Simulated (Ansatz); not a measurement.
# BF$_{4}$ (charge −1): what the fields show

Input file:

```
crystal:
  periodic: [false, false, false]
  atoms:
    - {symbol: F, position_ang: [-0.071453, 0.109232, -1.399746]}
    - {symbol: F, position_ang: [0.591327, 1.150484, 0.699648]}
    - {symbol: B, position_ang: [0.008595, -0.013131, 0.167947]}
    - {symbol: F, position_ang: [-1.286180, -0.170495, 0.692413]}
    - {symbol: F, position_ang: [0.792117, -1.128630, 0.511506]}
basis:
  gaussian: {orbitals: "def2-TZVPPD.json"}
total_charge: -1
hamiltonian: {xc: pbe0, dispersion: d4}
output: {orbitals: {seedname: orbitals}}
```

Run with:

```sh
ansatz run in.yaml --threads 4 --pin off --events-out ev --progress --plain --max-ram 9574MiB
```

Geometry: rigid move from PBE0-D4/def2-TZVPD.

These are results of RKS PBE0-D4/def2-TZVPPD in Ansatz 0.2.0, not measurements.

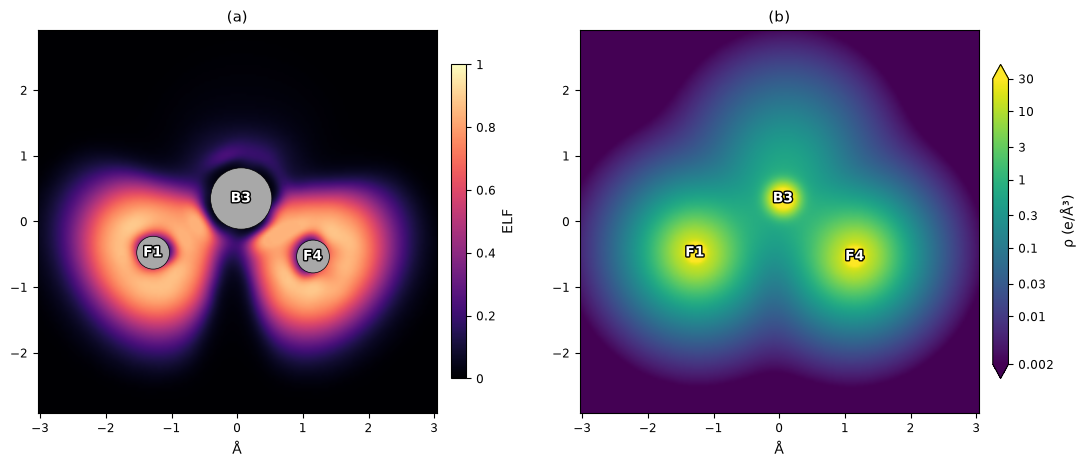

Figure 1. (a) electron localisation function; (b) electron density on the plane of atoms F1, B3 and F4. Grey discs cover the atomic cores in the ELF map.

Question: Describe what can be read from this map.

Answer: Atoms in the plane: F and B.
B–F (1.41 Å): ρ is about 1.8 e/Å³ halfway; the ELF peaks at about 0.85 between the atoms, as expected for a polar covalent bond.
B–F (1.57 Å): ρ at the midpoint is about 1.2 e/Å³; the ELF peaks at about 0.85 between the atoms, as expected for a polar covalent bond.
The ELF also peaks beside F4 and F1, away from the bonds: lone-pair regions.

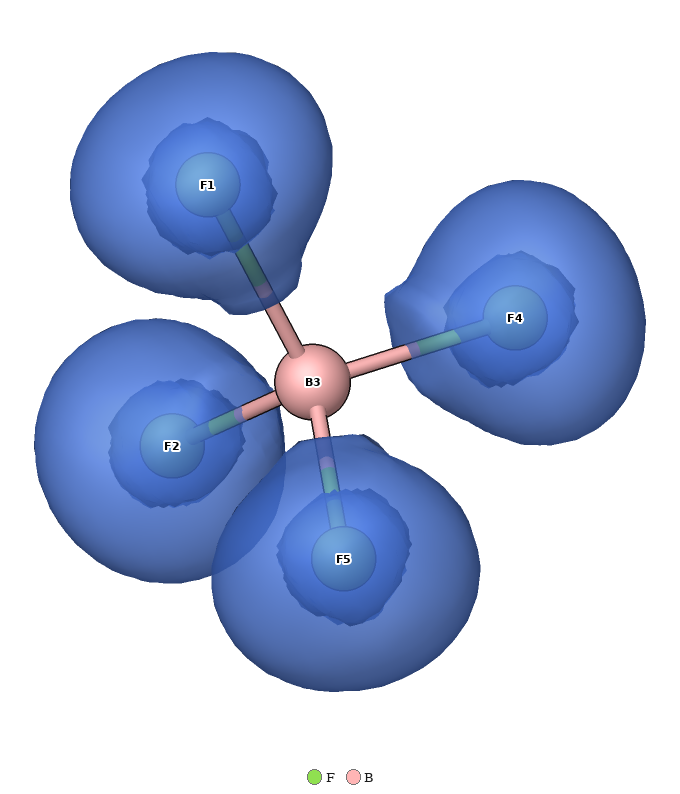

Figure 2. Isosurface of the electron localisation function at 0.75 (blue), seen at an oblique angle. Only the valence region is drawn (cores and ρ < 0.01 e/Å³ removed).

Question: Identify the bonds, lone pairs and shells in this picture.

Answer: At this value the surface marks out four regions on F in which the atom's valence shell and bonds are merged.

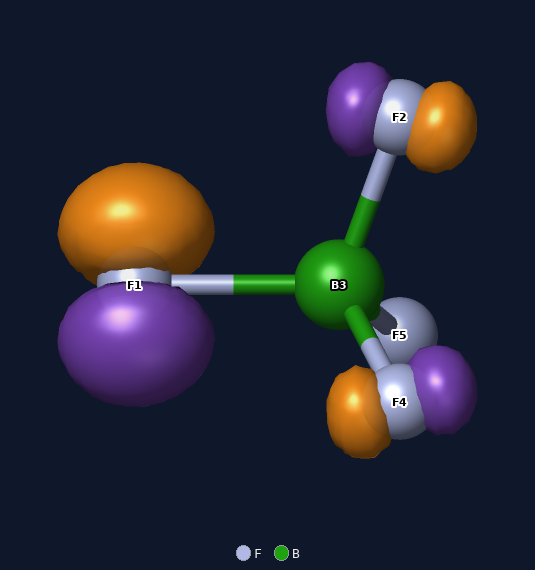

Figure 3. The HOMO at ±0.3 Å⁻³ᐟ² (orange and purple are the two phases), seen from one side.

Question: Describe this orbital and give its energy.

Answer: Its weight (Hirshfeld) is mainly on F1 (about 70 %), F2 (about 10 %) and F4 (about 10 %); largely a lone pair of F1. It is one of a degenerate set, so its orientation is arbitrary. Its energy is −4.68 eV.
